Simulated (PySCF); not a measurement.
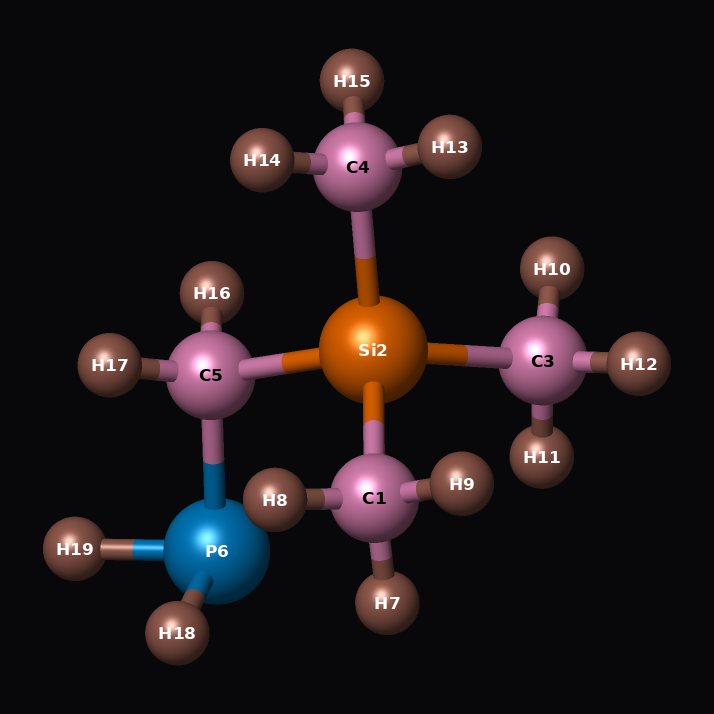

Every bond is drawn as one stick. The geometry was computed by an optimisation with GFN2-xTB. No frequency run is at hand to confirm it as a minimum. Computed with PBE0/pcSseg-1 (PySCF 2.14.0).

Which bond between heavy atoms has the lowest Mayer bond order?

Si2–C5, 0.86, at 1.921 Å.

List the Mayer bond orders of C1–Si2, Si2–C3, Si2–C4, Si2–C5, C5–P6 (bonds between heavy atoms, one of each equivalent set).

```csv
bond,Mayer order,length (Å)
C1–Si2,0.98,1.907
Si2–C3,0.98,1.905
Si2–C4,0.97,1.908
Si2–C5,0.86,1.921
C5–P6,1.00,1.853
```

The geometry is semi-empirical. Around P, Si such bond lengths and angles can be off by a tenth of an ångström or more and by several degrees, and values that hang on the shape move with them.
